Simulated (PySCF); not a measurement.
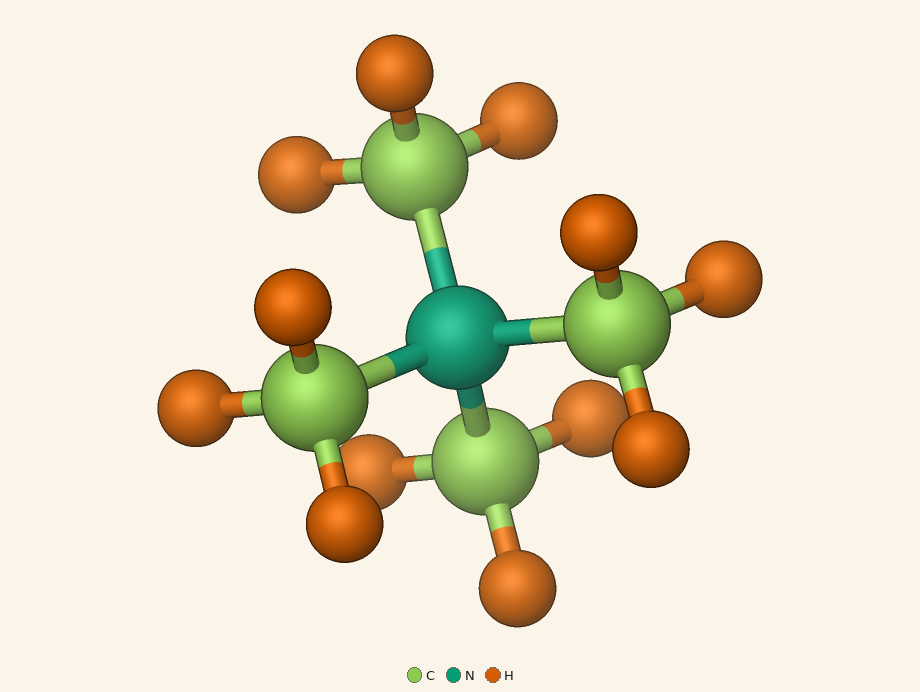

Rendered structure (ball-and-stick style).

Charge +1, singlet. Computed geometry: GFN2-xTB optimisation. No frequency run is at hand to confirm it as a minimum.

**Give the formula.**

C4H12N(+), 17 atoms: 4 carbon, 12 hydrogen and 1 nitrogen.

**What is its SMILES?**

C[N+](C)(C)C

**Which point group does it belong to?**

Td.

**How many sets of symmetry-equivalent atoms are there?**

3: 4 C, 1 N, 12 H.

The parts below concern this one geometry. Atoms keep their numbers from picture to picture.

## Shape

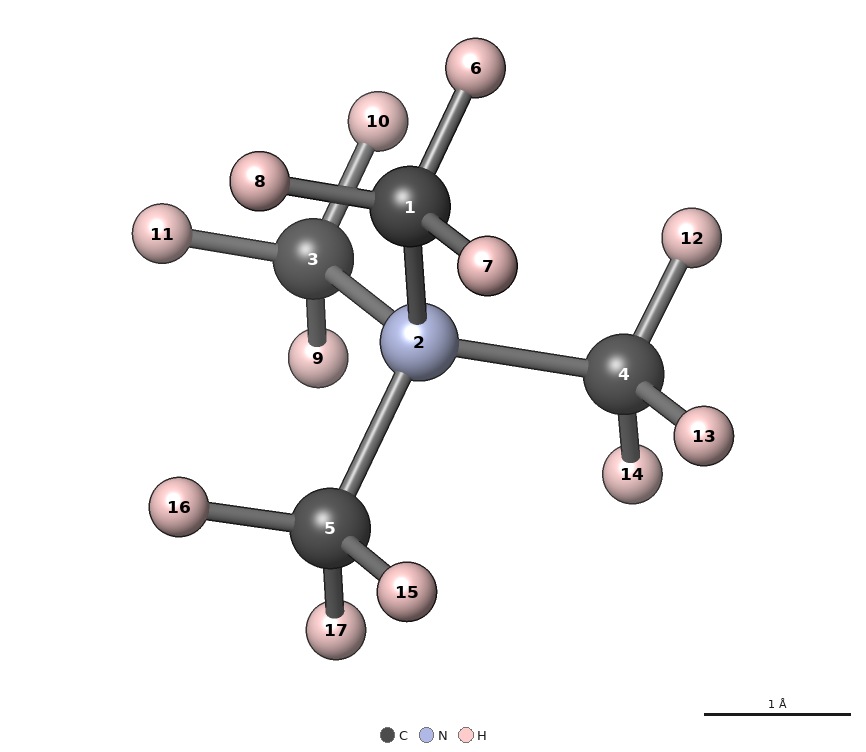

Atoms carry their numbers in the input. No frequency run is at hand to confirm it as a minimum.

Which atoms are bonded, and how long are the bonds?

```json
{"bond": "C1–N2", "length (Å)": "1.474", "order": "single"}
{"bond": "C1–H6", "length (Å)": "1.089", "order": "single"}
{"bond": "C1–H7", "length (Å)": "1.089", "order": "single"}
{"bond": "C1–H8", "length (Å)": "1.089", "order": "single"}
{"bond": "N2–C3", "length (Å)": "1.474", "order": "single"}
{"bond": "N2–C4", "length (Å)": "1.474", "order": "single"}
{"bond": "N2–C5", "length (Å)": "1.474", "order": "single"}
{"bond": "C3–H9", "length (Å)": "1.089", "order": "single"}
{"bond": "C3–H10", "length (Å)": "1.089", "order": "single"}
{"bond": "C3–H11", "length (Å)": "1.089", "order": "single"}
{"bond": "C4–H12", "length (Å)": "1.089", "order": "single"}
{"bond": "C4–H13", "length (Å)": "1.089", "order": "single"}
{"bond": "C4–H14", "length (Å)": "1.089", "order": "single"}
{"bond": "C5–H15", "length (Å)": "1.089", "order": "single"}
{"bond": "C5–H16", "length (Å)": "1.089", "order": "single"}
{"bond": "C5–H17", "length (Å)": "1.089", "order": "single"}
```

## Electronic properties

No frequency run is at hand to confirm it as a minimum. Properties computed with PBE0/pcSseg-1, gas phase (PySCF 2.14.0).

Computed properties:

- HOMO energy (Kohn–Sham orbital): −16.03 eV
- LUMO energy (Kohn–Sham orbital): −3.70 eV
- HOMO–LUMO gap: 12.33 eV

## NMR shielding

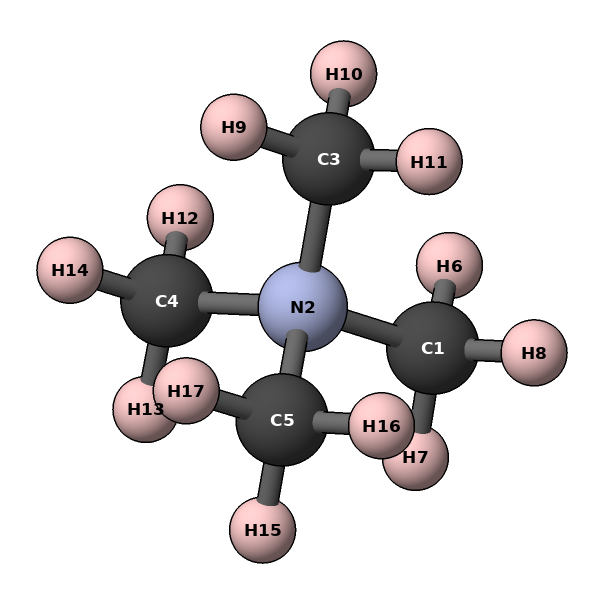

No frequency run is at hand to confirm it as a minimum. Method: GIAO PBE0/pcSseg-1 NMR shielding, non-relativistic, gas phase (PySCF 2.14.0). Principal shieldings σ11 ≤ σ22 ≤ σ33, span Ω = σ33 − σ11, skew κ = 3(σiso − σ22)/Ω.

Give the shielding tensors of the C atoms.

```json
{"atom": "C1, C3, C4…", "σ11": "103.8", "σ22": "104.0", "σ33": "186.5", "σiso": "131.4", "Ω": "82.8", "κ": "1.00"}
```

Shieldings and span in ppm.

## Quadrupole coupling

No frequency run is at hand to confirm it as a minimum. Electric field gradients from the ground-state density, PBE0/pcSseg-1 (PySCF 2.14.0), non-relativistic apart from any core potentials.

Give the largest field-gradient component, the quadrupole coupling constant and the asymmetry for 2H at H6 (Q = 2.86 mb).

```csv
atom,V_zz (a.u.),e²qQ/h (MHz),η
H6,0.296,0.199,0.10
```
